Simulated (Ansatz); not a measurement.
La2F3

```
La F
1.0
     4.93281    0.00000    0.00000
    -2.46641    4.27194    0.00000
     0.00000    0.00000    6.64213
La F
2 3
Direct
  0.33333 0.66667 0.24252
  0.66667 0.33333 0.75748
  0.33144 0.33144 0.00000
  0.66856 0.00000 0.00000
  0.00000 0.66856 0.00000
```

Space group P321; a structure generated by program, which may or may not match a known phase; computed without spin polarisation.

These are results of DFT PBE, scalar-relativistic, plane waves, PAW (Ansatz 0.2.0), not measurements.

Q: What can the converged valence pseudo-density and electron localisation function tell about the bonding?

A: La–F (2.31 Å): ρ at the midpoint is about 0.53 e/Å³, with its minimum of 0.46 e/Å³ about 1.3 Å from La; the ELF is about 0.30 at the midpoint and 0.20 at its lowest between the atoms; no shared electron pair shows on this line.
The ELF has a maximum of about 0.70 in the space between the atoms, 2.7 Å from seven F and La atoms, on no atom or two-centre bond.
Bader's partition of the density gives La +1.17 and F −0.78 e.

Q: Which way does charge flow, and how much by Bader's partition?

A: Electrons move from La towards F. Bader charges: La +1.17 and F −0.78 e.

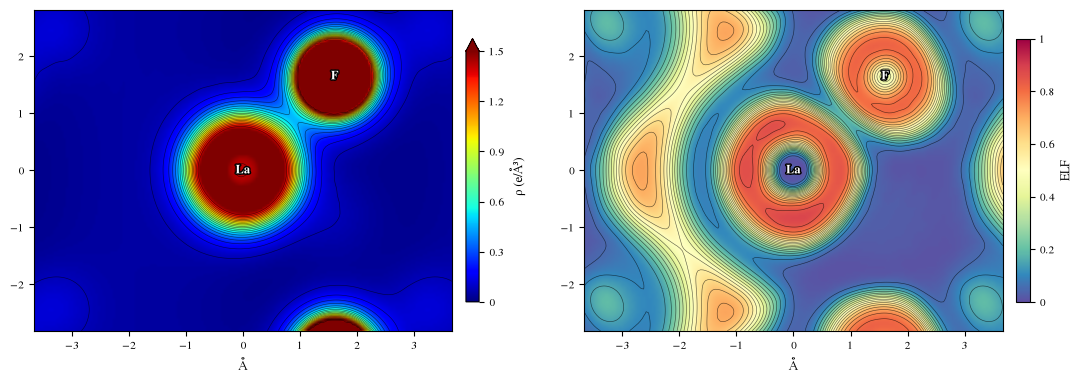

Computed valence pseudo-density and electron localisation function on the (11̄0) plane of the conventional cell, in this order. 

Core electrons are frozen (PAW), and the valence fields are smoothed inside the atomic spheres.
